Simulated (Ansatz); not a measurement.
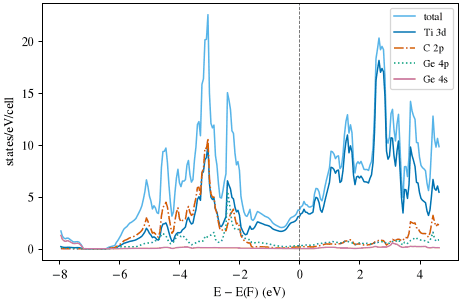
Figure: Total and projected density of states of Ti3GeC2 in space group P6_3/mmc (No. 194; Ti on 4f, Ti on 2a, Ge on 2b, C on 4f), the program Ansatz at the r²SCAN level (PAW)

Q: Which orbitals carry the states next to the Fermi level?

A: Within 0.5 eV of the Fermi level: Ti 3d 84 %, Ge 4p 8 %. Projections are on Löwdin-orthogonalised atomic valence shells; empty p or d shells of many metals are not among them.

Q: Where is the tallest occupied peak in this window, and what makes it?

A: Near -3.0 eV, about 23 states/eV per cell; the largest projected share is C 2p.

The first step of the workflow began from a Materials Project structure, measured or hypothetical; the Crystallography Open Database copy checked does not list it. Whether it is the stable phase at ambient conditions was not checked. The r²SCAN relaxation kept the symmetry of its start; whether a distortion lowers the energy is not shown. No spin polarisation was allowed. Scalar-relativistic: spin–orbit coupling is off unless named, which matters more the heavier the elements.

Potentials: the later of the program's two PAW sets.
